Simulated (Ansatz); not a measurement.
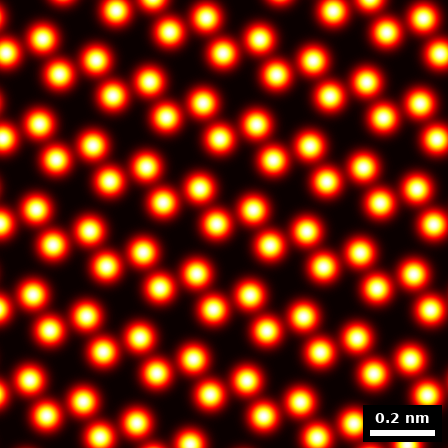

HAADF-like image of Ti (P6_3/mmc, No. 194). The image is simulated as a sum over atoms of Z^1.7, blurred by a 0.61 Å probe (no channelling). The display is stretched by a gamma of 0.8; percentages refer to the linear signal. Model: the input geometry of an electronic-structure calculation (not necessarily at equilibrium).

Space group P6_3/mmc (No. 194). a = 2.901 Å, b = 2.901 Å, c = 4.593 Å, α = 90.00°, β = 90.00°, γ = 120.00°
| atom | site | symmetry | x | y | z |
| --- | --- | --- | --- | --- | --- |
| Ti | 2c | -6m2 | 0.3333 | 0.6667 | 0.2500 |

Along which zone axis is the crystal seen: [201], [001], [101] or [311]? (Directions equivalent by symmetry count as one.)

Answer. [201]. The projected cells are 1.80 × 2.67 Å, 110° for [201]; 2.90 × 2.90 Å, 120° for [001]; 2.45 × 2.80 Å, 116° for [101]; 1.70 × 2.21 Å, 93° for [311], and the image repeats as the [201] one does.
